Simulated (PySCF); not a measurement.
Vertical excitations of a molecule CH6O3Si2 from TDA-CAM-B3LYP/def2-SVPD (PySCF), as energy in eV (oscillator strength): 5.94 (0.002), 6.40 (0.031), 6.68 (0.017), 6.85 (0.017), 7.60 (0.013), 7.75 (0.025), 7.81 (0.051), 7.91 (0.012), 7.96 (0.144), 8.08 (0.138). Lowest triplet (TDA): 5.40 eV. Geometry optimised at PBE0-D3(BJ)/def2-SVP. The values are those of a single conformer.

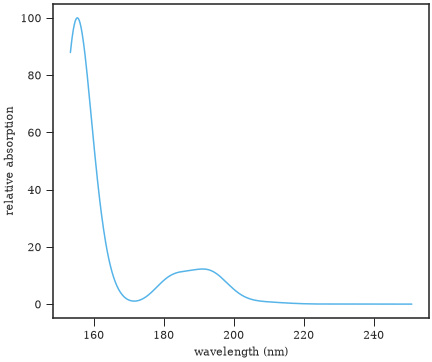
Figure: The lines broadened by 0.4 eV.

Task: Which molecule gave these data?
A. [SiH3]OC1O[SiH2]O1
B. O=C[SiH2]O[SiH2]O
C. O=CO[SiH2][SiH2]O
D. O=C[Si](O)(O)[SiH3]

Result: C, O=CO[SiH2][SiH2]O
